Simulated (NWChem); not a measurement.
# One shape, several levels: C3H6F2 (1,3-difluoropropane)

We compute a comparison of 3 runs (PBE/cc-pVDZ, SVWN5/cc-pVDZ, CCSD(T)/cc-pVDZ) of C3H6F2 (1,3-difluoropropane). 

The results are computed with NWChem 7.3.0.

## 1. The system as given

The species is C3H6F2 (11 atoms), meant as a singlet with charge 0. As SMILES, `FCCCF`. One bond was lengthened or shortened from a relaxed shape.

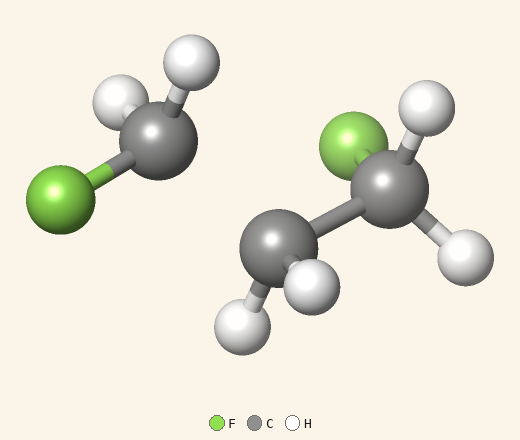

Viewed from a chosen angle; fluorine green, carbon grey, hydrogen white.

## 2. The energy at PBE/cc-pVDZ (run 1)

c3h6f2.nw reads:

```
START c3h6f2
TITLE "C3H6F2 energy"
memory stack 880 mb heap 220 mb global 1100 mb

GEOMETRY units angstroms noautosym nocenter noautoz
  F       -2.015456       1.627666      -0.003818
  C       -0.766356       1.195666       0.403882
  C       -0.375000      -0.298800      -0.387800
  C        0.967500      -0.838200       0.034700
  F        1.975600       0.040200      -0.331200
  H       -0.795556       1.070266       1.491882
  H       -0.043056       1.976766       0.157382
  H       -0.388200      -0.154300      -1.471600
  H       -1.138100      -1.046200      -0.147100
  H        1.026200      -0.968100       1.120800
  H        1.173400      -1.798000      -0.445900
END

BASIS "ao basis" spherical bse
  * library cc-pVDZ
END

DFT
  xc xpbe96 cpbe96
  mult 1
  grid fine
  convergence energy 1e-08
  iterations 100
  mulliken
END

TASK dft
```

Started as:

```console
$ nwchem c3h6f2.nw > c3h6f2.out
```

Standard output:

```text
[...]
          Wavefunction type:  closed shell.
          No. of atoms     :    11
          No. of electrons :    42
[...]
          Charge           :     0
          Spin multiplicity:     1
[...]
          AO basis - number of functions:   100
[...]
              XC Information
              --------------
          PerdewBurkeErnzerhof Exchange Functional  1.000
            Perdew 1991 LDA Correlation Functional  1.000 local
           PerdewBurkeErnz. Correlation Functional  1.000 non-local
[...]
 d= 0,ls=0.0,diis     1   -317.1348401885 -4.96D+02  1.64D-02  9.82D-01     2.7
[...]
 d= 0,ls=0.0,diis    10   -317.2390896286 -8.40D-09  4.55D-07  4.86D-09    21.3
         Total DFT energy =     -317.239089628577
      One electron energy =     -791.899394928084
           Coulomb energy =      334.735416341247
    Exchange-Corr. energy =      -39.057107702021
 Nuclear repulsion energy =      178.981996660280
[...]
      Total Density - Mulliken Population Analysis
     ---------------------------------------------
    Atom       Charge   Shell Charges
 -----------   ------   -------------------------------------------------------
    1 F    9     9.21   2.01  0.89  1.00  3.32  1.97  0.01
    2 C    6     5.83   2.01  0.69  0.41  1.97  0.64  0.10
    3 C    6     6.12   2.02  0.66  0.47  2.08  0.84  0.05
    4 C    6     5.81   2.01  0.69  0.34  2.04  0.61  0.12
    5 F    9     9.22   2.01  0.89  1.01  3.33  1.98  0.01
    6 H    1     0.97   0.76  0.19  0.03
    7 H    1     0.96   0.75  0.18  0.03
    8 H    1     0.95   0.74  0.18  0.03
    9 H    1     0.97   0.75  0.19  0.03
   10 H    1     0.98   0.76  0.19  0.03
[...]
```

It took 22 s on 1 thread of AMD EPYC 9R14 (Zen 4), shared host; peak memory 0.12 GiB.

## 3. A single-point energy at SVWN5/cc-pVDZ (run 2)

run.py reads:

```python
from ase import Atoms
from ase.calculators.nwchem import NWChem

atoms = Atoms('FCCCFHHHHHH', positions=[
    [-2.015456, 1.627666, -0.003818],
    [-0.766356, 1.195666, 0.403882],
    [-0.375000, -0.298800, -0.387800],
    [0.967500, -0.838200, 0.034700],
    [1.975600, 0.040200, -0.331200],
    [-0.795556, 1.070266, 1.491882],
    [-0.043056, 1.976766, 0.157382],
    [-0.388200, -0.154300, -1.471600],
    [-1.138100, -1.046200, -0.147100],
    [1.026200, -0.968100, 1.120800],
    [1.173400, -1.798000, -0.445900],
])

calc = NWChem(
    label='c3h6f2',
    theory='dft',
    memory='2200 mb',
    basis='cc-pVDZ',
    basispar='spherical bse',
    dft={'xc': 'slater vwn_5', 'mult': '1', 'grid': 'fine', 'convergence': 'energy 1e-08', 'iterations': '100', 'mulliken': None},
    task='energy',
)
atoms.calc = calc

e = atoms.get_potential_energy()
print(f"E = {e:.6f} eV")
print("dipole (e A):", atoms.get_dipole_moment().round(4))
```

Started as:

```console
$ export ASE_NWCHEM_COMMAND="nwchem PREFIX.nwi > PREFIX.nwo"
$ python run.py
```

Standard output:

```text
E = -8577.082554 eV
dipole (e A): [ 0.0271 -0.301   0.1515]
```

The calculator wrote c3h6f2.nwi:

```
title "c3h6f2"

permanent_dir c3h6f2

scratch_dir c3h6f2

start c3h6f2

geometry units angstrom nocenter noautosym noautoz
  F  -2.0154559999999999e+00 1.6276660000000001e+00 -3.8180000000000002e-03
  C  -7.6635600000000004e-01 1.1956659999999999e+00 4.0388200000000002e-01
  C  -3.7500000000000000e-01 -2.9880000000000001e-01 -3.8779999999999998e-01
  C  9.6750000000000003e-01 -8.3819999999999995e-01 3.4700000000000002e-02
  F  1.9756000000000000e+00 4.0200000000000000e-02 -3.3119999999999999e-01
  H  -7.9555600000000004e-01 1.0702659999999999e+00 1.4918819999999999e+00
  H  -4.3055999999999997e-02 1.9767660000000000e+00 1.5738199999999999e-01
  H  -3.8819999999999999e-01 -1.5429999999999999e-01 -1.4716000000000000e+00
  H  -1.1380999999999999e+00 -1.0462000000000000e+00 -1.4710000000000001e-01
  H  1.0262000000000000e+00 -9.6809999999999996e-01 1.1208000000000000e+00
  H  1.1734000000000000e+00 -1.7980000000000000e+00 -4.4590000000000002e-01
end

memory 2200 mb

basis spherical bse noprint
   * library cc-pVDZ
end

dft
  xc slater vwn_5
  mult 1
  grid fine
  convergence energy 1e-08
  iterations 100
  mulliken
end

task dft energy
```

c3h6f2.nwo:

```text
Northwest Computational Chemistry Package (NWChem) 7.3.0
             --------------------------------------------------------

           Job information
           ---------------

    nwchem branch   = 7.3.0
    use scalapack   = T
    input           = c3h6f2.nwi
    prefix          = c3h6f2.
    data base       = c3h6f2/c3h6f2.db
    status          = startup
    nproc           =        1

           Memory information
           ------------------

    heap     =     72089596 doubles =      550.0 Mbytes
    stack    =     72089601 doubles =      550.0 Mbytes
    global   =    144179200 doubles =     1100.0 Mbytes (distinct from heap & stack)
    total    =    288358397 doubles =     2200.0 Mbytes
    verify   = yes
    hardfail = no

[... 103 lines left out ...]
  convergence criterion.
[... 18 lines left out ...]
          Convergence on density requested:  1.00D-05
[... 21 lines left out ...]
          Convergence Information
[... 58 lines left out ...]
   convergence    iter        energy       DeltaE   RMS-Dens  Diis-err    time
[... 16 lines left out ...]
           Coulomb energy =      334.553575227758
[... 7 lines left out ...]
                       DFT Final Molecular Orbital Analysis
[... 724 lines left out ...]
 center of mass
 --------------
 x =  -0.07106391 y =   0.74282333 z =  -0.11909243

 moments of inertia (a.u.)
 ------------------
         309.100417030201         292.204538661004          49.521471330196
         292.204538661004         668.523720638419         -37.386906463280
          49.521471330196         -37.386906463280         895.619712395607

     Multipole analysis of the density
     ---------------------------------

     L   x y z        total         alpha         beta         nuclear
     -   - - -        -----         -----         ----         -------
     0   0 0 0      0.000000    -21.000000    -21.000000     42.000000

     1   1 0 0      0.051198      1.506343      1.506343     -2.961488
[... 8 lines of this table left out ...]
     2   0 0 2    -20.918304    -26.115411    -26.115411     31.312517

 Task  times  cpu:       16.5s     wall:       16.5s
 Total times  cpu:       16.5s     wall:       16.5s
```

Wall time 18 s (1 thread of AMD EPYC 9R14 (Zen 4), shared host); peak memory 0.12 GiB.

## 4. The energy at CCSD(T)/cc-pVDZ (run 3)

c3h6f2.nw reads:

```
start c3h6f2
title "C3H6F2 energy"
memory stack 880 mb heap 220 mb global 1100 mb
geometry units angstroms noautosym nocenter noautoz
   F       -2.015456       1.627666      -0.003818
   C       -0.766356       1.195666       0.403882
   C       -0.375000      -0.298800      -0.387800
   C        0.967500      -0.838200       0.034700
   F        1.975600       0.040200      -0.331200
   H       -0.795556       1.070266       1.491882
   H       -0.043056       1.976766       0.157382
   H       -0.388200      -0.154300      -1.471600
   H       -1.138100      -1.046200      -0.147100
   H        1.026200      -0.968100       1.120800
   H        1.173400      -1.798000      -0.445900
end
basis spherical bse
   F library cc-pVDZ
   C library cc-pVDZ
   H library cc-pVDZ
end
scf
   thresh 1e-08
   maxiter 80
   print low
end
ccsd
   freeze core 5
   maxiter 60
end
task ccsd(t) energy
```

Started as:

```console
$ nwchem c3h6f2.nw > c3h6f2.out
```

Standard output:

```text
[...]
  functions       =   100
[...]
  wavefunction    = RHF
[...]
         Total SCF energy =   -315.960727022575
      One-electron energy =   -791.569532152155
      Two-electron energy =    296.626808469300
 Nuclear repulsion energy =    178.981996660280
        Time for solution =     22.5s
[...]
 Total MP2 energy:           -316.754612854298387
[...]
             energy      energy      error      ampl     ampl      Block
                                                time     time      time
[...]
 Total CCSD energy:           -316.801431186363232
[...]
 Total CCSD+T(CCSD) energy:           -316.822396476656479
[...]
 Total CCSD(T) energy:                -316.821133673999668
[...]
```

Run time: 3.9 min. Hardware: 1 thread of AMD EPYC 9R14 (Zen 4), shared host; peak memory 0.44 GiB.

## 5. The series

```csv
run,level,integration grid,iteration cap,energy (Eh),dipole moment (D),HOMO energy (eV),LUMO energy (eV),wall time
1,PBE/cc-pVDZ,fine,100,-317.239090,1.57,-6.99,0.98,22 s
2,SVWN5/cc-pVDZ,fine,100,-315.201973,1.62,-7.09,0.79,18 s
3,CCSD(T)/cc-pVDZ,–,80,-316.821134,–,–,–,3.9 min
```

## 6. What came out

| quantity | value |
| --- | --- |
| run 3: total energy | -316.82113 Eh |
| run 3: correlation energy (5 core orbitals frozen) | -860.4 mEh |
| run 3: (T) correction | -19.70 mEh |

What this shows: Totals of different functionals can't be ranked against each other. All runs together took 4.6 min, the longest 3.9 min.
